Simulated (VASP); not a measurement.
# A VASP study of BP (r2SCAN): structure first, properties next, part 2 of 4

Wanted: the relaxed cell of BP and its properties. The start is a cell from a database of measured crystal structures.

VASP 6.6.1; r2SCAN; plane waves and PAW (B, P).

So far, gap on the k-mesh (eV): step 2 (full relaxation (r2SCAN)) 1.44.

## Step 4: Bands along the symmetry lines (r2SCAN)

The mesh alone shows little of the dispersion and can miss band extrema, so KPOINTS_OPT adds a path through the symmetry points after the self-consistent cycle.

Input file INCAR:

```
SYSTEM = BP
PREC = Accurate
ENCUT = 420
EDIFF = 1E-06
NELM = 100
ISMEAR = 0
SIGMA = 0.05
LREAL = .FALSE.
ALGO = Normal
METAGGA = R2SCAN
LASPH = .TRUE.
NBANDS = 16
LORBIT = 11
LWAVE = .FALSE.
LCHARG = .FALSE.
KPAR = 2
```

Input file POSCAR:

```
BP
1.0
    0.0000000000      2.2664321597      2.2664321597
    2.2664321597      0.0000000000      2.2664321597
    2.2664321597      2.2664321597      0.0000000000
B P
1 1
Direct
    0.0000000000      0.0000000000      0.0000000000
    0.2500000000      0.2500000000      0.2500000000
```

Input file KPOINTS:

```
Automatic mesh
0
Gamma
7 7 7
0 0 0
```

Input file KPOINTS_OPT:

```
Line mode
16
Line-mode
Reciprocal
  0.00000000   0.00000000   0.00000000 GAMMA
  0.50000000   0.00000000   0.50000000 X

  0.50000000   0.00000000   0.50000000 X
  0.50000000   0.25000000   0.75000000 W

  0.50000000   0.25000000   0.75000000 W
  0.37500000   0.37500000   0.75000000 K

  0.37500000   0.37500000   0.75000000 K
  0.00000000   0.00000000   0.00000000 GAMMA

  0.00000000   0.00000000   0.00000000 GAMMA
  0.50000000   0.50000000   0.50000000 L

  0.50000000   0.50000000   0.50000000 L
  0.62500000   0.25000000   0.62500000 U

  0.62500000   0.25000000   0.62500000 U
  0.50000000   0.25000000   0.75000000 W

  0.50000000   0.25000000   0.75000000 W
  0.50000000   0.50000000   0.50000000 L

  0.50000000   0.50000000   0.50000000 L
  0.37500000   0.37500000   0.75000000 K

  0.62500000   0.25000000   0.62500000 U
  0.50000000   0.00000000   0.50000000 X
```

PAW data sets: B and P (PBE family, release 64).

On the command line:

```bash
mpirun -np 2 vasp_std
```

What it wrote:

```text
[banner, memory and clock lines left out]
running    2 mpi-ranks, on    1 nodes
 distrk:  each k-point on    1 cores,    2 groups
 distr:  one band on    1 cores,    1 groups

 POSCAR found type information on POSCAR B P
 POSCAR found :  2 types and       2 ions
 [... a notice as in an earlier step ...]

 LDA part: xc-table for (None), standard interpolation
 POSCAR, INCAR and KPOINTS ok, starting setup
 FFT: planning ... GRIDC
 FFT: planning ... GRID_SOFT
 FFT: planning ... GRID
 WAVECAR not read
 entering main loop
       N       E                     dE             d eps       ncg     rms          rms(c)
DAV:   1     0.389138878612E+00    0.38914E+00   -0.36180E+03   640   0.398E+02
DAV:   2    -0.187392513630E+02   -0.19128E+02   -0.18349E+02   888   0.821E+01
DAV:   3    -0.191732127106E+02   -0.43396E+00   -0.43348E+00   744   0.101E+01
DAV:   4    -0.191740531537E+02   -0.84044E-03   -0.84043E-03   824   0.557E-01
DAV:   5    -0.191740554459E+02   -0.22922E-05   -0.22922E-05   760   0.276E-02    0.796E+00
DAV:   6    -0.173561209513E+02    0.18179E+01   -0.86583E-01   704   0.363E+00    0.470E+00
DAV:   7    -0.173066187925E+02    0.49502E-01   -0.17226E-01   840   0.167E+00    0.148E+00
DAV:   8    -0.173041294228E+02    0.24894E-02   -0.14723E-02   768   0.653E-01    0.174E-01
DAV:   9    -0.173043947770E+02   -0.26535E-03   -0.85294E-04   760   0.142E-01    0.750E-02
DAV:  10    -0.173044294121E+02   -0.34635E-04   -0.85546E-05   768   0.446E-02    0.210E-02
DAV:  11    -0.173044288033E+02    0.60880E-06   -0.78702E-06   864   0.120E-02
   1 F= -.17304429E+02 E0= -.17304429E+02  d E =-.211076E-25
 Start KPOINTS_OPT (optional k-point list driver)
k-point batch [1-20\160]
       N       E                     dE             ncg
DAV:   1     0.639205849653E+03   -0.36233E+04      640
DAV:   2     0.213754500780E+03   -0.42545E+03      832
DAV:   3     0.202486049793E+03   -0.11268E+02      800
DAV:   4     0.202463527849E+03   -0.22522E-01      800
DAV:   5     0.202463466628E+03   -0.61221E-04      816
DAV:   6     0.202463466404E+03   -0.22453E-06      704
[...]
k-point batch [141-160\160]
       N       E                     dE             ncg
DAV:   1     0.413087973896E+03   -0.61906E+04      640
DAV:   2     0.108300954319E+02   -0.40226E+03      904
DAV:   3     0.350229764282E+01   -0.73278E+01      736
DAV:   4     0.348576528108E+01   -0.16532E-01      864
DAV:   5     0.348571215720E+01   -0.53124E-04      760
DAV:   6     0.348571194021E+01   -0.21698E-06      816
```

It took 23 s on 2 MPI ranks of Intel Xeon Platinum 8375C at 2.90GHz (Ice Lake), shared host; peak memory 0.26 GiB.

OUTCAR, selected parts (step 4):

```text
The static configuration has the point symmetry T_d .

 Found     20 irreducible k-points:

   k-points           NKPTS =     20   k-points in BZ     NKDIM =     20   number of bands    NBANDS=     16

   NELECT =       8.0000    total number of electrons

 E-fermi :   7.7882

 k-point     1 :       0.0000    0.0000    0.0000
  band No.  band energies     occupation
      1      -8.8598      2.00000
      2       7.4318      2.00000
      3       7.4318      2.00000
      4       7.4318      2.00000
      5      11.0758      0.00000
      6      11.0758      0.00000
      7      11.0758      0.00000
      8      15.4971      0.00000
      9      19.8611      0.00000
    ...

 k-point     2 :       0.1429    0.0000    0.0000
  band No.  band energies     occupation
      1      -8.4735      2.00000
      2       5.0387      2.00000
      3       6.8706      2.00000
      4       6.8706      2.00000
      5      11.7467      0.00000
      6      11.8527      0.00000
      7      11.8527      0.00000
      8      16.5328      0.00000
      9      19.0469      0.00000
    ...

  Total        0.0018786      0.0018786      0.0018786      0.0000000      0.0000000     -0.0000000
  in kB        0.1292671      0.1292671      0.1292671      0.0000000      0.0000000     -0.0000000
  external PRESSURE =       0.1292671 kB  Pullay stress =       0.0000000 kB

 POSITION                                       TOTAL-FORCE (eV/Angst)
 -----------------------------------------------------------------------------------
      0.00000      0.00000      0.00000        -0.000000     -0.000000      0.000000
      1.13322      1.13322      1.13322         0.000000      0.000000     -0.000000
 -----------------------------------------------------------------------------------
    total drift:                                0.000000      0.000000      0.000000

  FREE ENERGIE OF THE ION-ELECTRON SYSTEM (eV)
  ---------------------------------------------------
  free  energy   TOTEN  =       -17.3044288033 eV

  energy  without entropy=      -17.3044288033  energy(sigma->0) =      -17.30442880

[... 9 parts as in an earlier step ...]

[... 4 further parts left out ...]
```

Numbers from this step:

```yaml
bands: 16
fermi_energy: 7.788 eV
pressure: 0.01293 GPa
least_gap_on_mesh_and_path: 1.441 eV
least_direct_gap_on_mesh_and_path: 3.644 eV
conduction_bottom_at_k: 0.4, 0, 0.4
```

The electronic bands at the labelled points (eV, zero at the valence-band top; v1 is the highest filled band, c1 the lowest empty one):

```
    point     v3     v2     v1    c1    c2     c3     c4
        Γ   0.00   0.00   0.00  3.64  3.64   3.64   8.07
        X  -9.15  -4.36  -4.36  1.53  1.90  13.10  13.10
        W  -8.63  -5.94  -5.75  5.78  7.20   7.83   7.97
        K  -8.71  -6.52  -3.71  2.40  6.46  10.45  11.44
        Γ   0.00   0.00   0.00  3.64  3.64   3.64   8.07
        L  -9.53  -1.87  -1.87  4.16  5.03   5.03  10.93
        U  -8.71  -6.52  -3.71  2.40  6.46  10.45  11.44
        W  -8.63  -5.94  -5.75  5.78  7.20   7.83   7.97
        L  -9.53  -1.87  -1.87  4.16  5.03   5.03  10.93
        K  -8.71  -6.52  -3.71  2.40  6.46  10.45  11.44
jump to U  -8.71  -6.52  -3.71  2.40  6.46  10.45  11.44
        X  -9.15  -4.36  -4.36  1.53  1.90  13.10  13.10
```

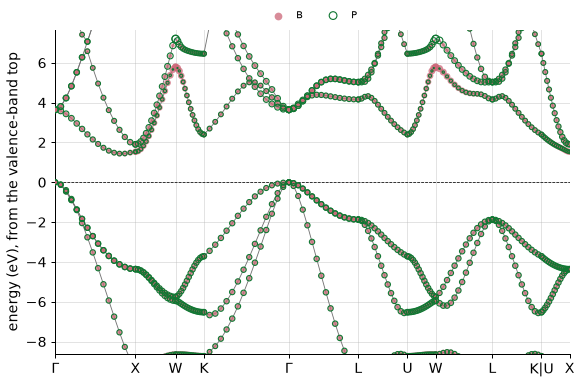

Electronic bands along the path; dots are coloured as in the legend, and their area grows with the weight.

The path finds the gap of the mesh within 0.02 eV, so the mesh comes close to both band edges.

## Step 5: Total and projected DOS (r2SCAN)

Here the states are counted by energy and projected on the atoms. The mesh is finer than in the run before.

Edit INCAR of step 4 so:

```diff
@@ -5,3 +5,3 @@
 NELM = 100
-ISMEAR = 0
+ISMEAR = -5
 SIGMA = 0.05
@@ -16 +16,2 @@
 KPAR = 2
+NEDOS = 2001
```

POSCAR is that of step 4.

Input file KPOINTS:

```
Automatic mesh
0
Gamma
11 11 11
0 0 0
```

On the command line:

```bash
mpirun -np 2 vasp_std
```

What it wrote:

```text
[... set-up lines as in an earlier step ...]
 entering main loop
       N       E                     dE             d eps       ncg     rms          rms(c)
DAV:   1     0.178727359591E+01    0.17873E+01   -0.34581E+03  1792   0.394E+02
DAV:   2    -0.187397878511E+02   -0.20527E+02   -0.19883E+02  2400   0.880E+01
DAV:   3    -0.191777126854E+02   -0.43792E+00   -0.43745E+00  2144   0.103E+01
DAV:   4    -0.191785834775E+02   -0.87079E-03   -0.87077E-03  2336   0.568E-01
DAV:   5    -0.191785858115E+02   -0.23340E-05   -0.23340E-05  2112   0.283E-02    0.796E+00
DAV:   6    -0.173615829341E+02    0.18170E+01   -0.86059E-01  2016   0.362E+00    0.469E+00
DAV:   7    -0.173123532844E+02    0.49230E-01   -0.17193E-01  2264   0.167E+00    0.148E+00
DAV:   8    -0.173099022423E+02    0.24510E-02   -0.14687E-02  2256   0.650E-01    0.173E-01
DAV:   9    -0.173101654242E+02   -0.26318E-03   -0.84489E-04  2184   0.142E-01    0.734E-02
DAV:  10    -0.173101968822E+02   -0.31458E-04   -0.85375E-05  2120   0.439E-02    0.202E-02
DAV:  11    -0.173101963882E+02    0.49403E-06   -0.75042E-06  2472   0.119E-02
   1 F= -.17310196E+02 E0= -.17310196E+02  d E =0.000000E+00
```

Elapsed: 15 s, on 2 MPI ranks; peak memory 0.25 GiB; 30 s of CPU time.

OUTCAR, selected parts (step 5):

```text
   k-points           NKPTS =     56   k-points in BZ     NKDIM =     56   number of bands    NBANDS=     16

   NELECT =       8.0000    total number of electrons

 E-fermi :   7.4490

 k-point     1 :       0.0000    0.0000    0.0000
  band No.  band energies     occupation
      1      -8.8615      2.00000
      2       7.4296      2.00000
      3       7.4296      2.00000
      4       7.4296      2.00000
      5      11.0743      0.00000
      6      11.0743      0.00000
      7      11.0743      0.00000
      8      15.4946      0.00000
      9      19.8609      0.00000
    ...

  Total       -0.0046168     -0.0046168     -0.0046168     -0.0000000     -0.0000000     -0.0000000
  in kB       -0.3176857     -0.3176857     -0.3176857     -0.0000000     -0.0000000     -0.0000000
  external PRESSURE =      -0.3176857 kB  Pullay stress =       0.0000000 kB

 POSITION                                       TOTAL-FORCE (eV/Angst)
 -----------------------------------------------------------------------------------
      0.00000      0.00000      0.00000         0.000000      0.000000     -0.000000
      1.13322      1.13322      1.13322        -0.000000     -0.000000      0.000000
 -----------------------------------------------------------------------------------
    total drift:                                0.000000      0.000000      0.000000

  FREE ENERGIE OF THE ION-ELECTRON SYSTEM (eV)
  ---------------------------------------------------
  free  energy   TOTEN  =       -17.3101963882 eV

  energy  without entropy=      -17.3101963882  energy(sigma->0) =      -17.31019639

[... 6 parts as in an earlier step ...]

[... 10 further parts left out ...]
```

This step gave:

```yaml
irreducible_k_points: 56
free_energy_toten: -17.31 eV
fermi_energy: 7.449 eV
pressure: -0.03177 GPa
conduction_bottom_at_k: 0.4545, 0.4545, 0
gap_on_the_k_mesh: 1.473 eV
least_direct_gap_on_the_k_mesh: 3.645 eV
```

The density of states has structure finer than the step of the table below, so its rows give means over 2 eV, whole bins alone (the curve runs from -12.0 to 9.47 eV). Peaks (eV: height): total -8.6: 1.83, 4.3: 2.01, 5.4: 1.76, 5.9: 1.55; P p -8.6: 0.361, -4.3: 0.328, 5.4: 0.293, 5.9: 0.255; B p -4.3: 0.266, 4.3: 0.284, 5.4: 0.196, 9.1: 0.186; B s -8.6: 0.485, 4.3: 0.138, 5.4: 0.112, 8.5: 0.0974; P s -11.3: 0.301, -8.6: 0.0844, 4.3: 0.164, 5.4: 0.0736.

States under -12.0 eV and over 9.5 eV are left out. Table of density of states by energy, zero at the valence-band top; means over each step; values in states/eV/cell:

```
energy (eV)   total      P p      B p      B s      P s
        -10  0.0376  0.00693  0.00369  0.00519  0.00360
         -8   0.635    0.126   0.0479    0.137   0.0439
         -6   0.589    0.142    0.100   0.0397   0.0276
         -4   0.984    0.274    0.225   0.0261   0.0182
         -2   0.688    0.205    0.186  0.00846  0.00631
          0  0.0707   0.0206   0.0214   6.8e-4   5.3e-4
          2   0.220   0.0153   0.0200   0.0166   0.0114
          4   0.952   0.0826    0.136   0.0451   0.0570
          6    1.03    0.170    0.133   0.0485   0.0349
          8   0.836    0.125    0.137   0.0537   0.0392
```

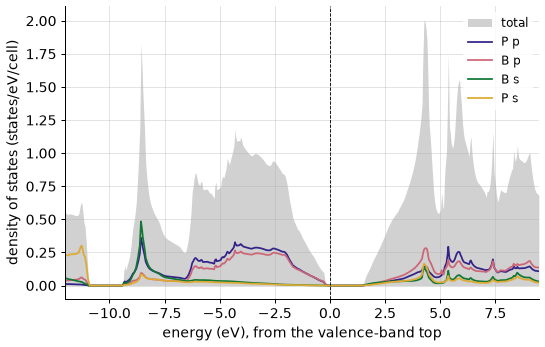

Density of states against energy.

The gap on this mesh is 1.47 eV. In the top eV of the valence band the largest shares in the PAW spheres are B p 30 % and P p 29 %. The rest lies in smaller channels or between the spheres.

[end of part 2 of 4]

[Lines on the potential files, build, host, timing and source positions are cut from VASP's logs without a mark.]

[Logs are printed without paths, hosts, clocks, repeated set-up lines and the standing remarks that a program may print on its own settings, such as how far it seeks lower states.]

[Hosts, paths, dates, database ids (printed as entryN), source tags and the programs' standing remarks are cut or masked in the printed files.]

[Measured values are set beside computed ones only where the two were judged alike; some that the calculation misses by far are left out.]
